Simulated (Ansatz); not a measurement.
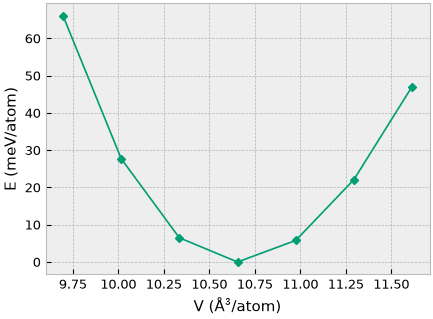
Figure: BePd (CsCl type, Pm-3m) under volume change, the program Ansatz at the LDA level (PAW), scaled uniformly.

**Question.** What does a third-order Birch–Murnaghan fit give for V₀, B₀ and B′?

**Answer.** V₀ = 10.66 Å³/atom, B₀ = 206 GPa, B′ = 4.6.

The first step of the workflow began from a Materials Project structure, measured or hypothetical; the Crystallography Open Database files this formula in space group No. 221, but the cells were not matched. Its standing as an ambient phase is unchecked. Symmetry was held in the LDA relaxation; of distortions, only those at the zone centre were tested. The run is not spin-polarised.

Potentials: the later of the program's two PAW sets.
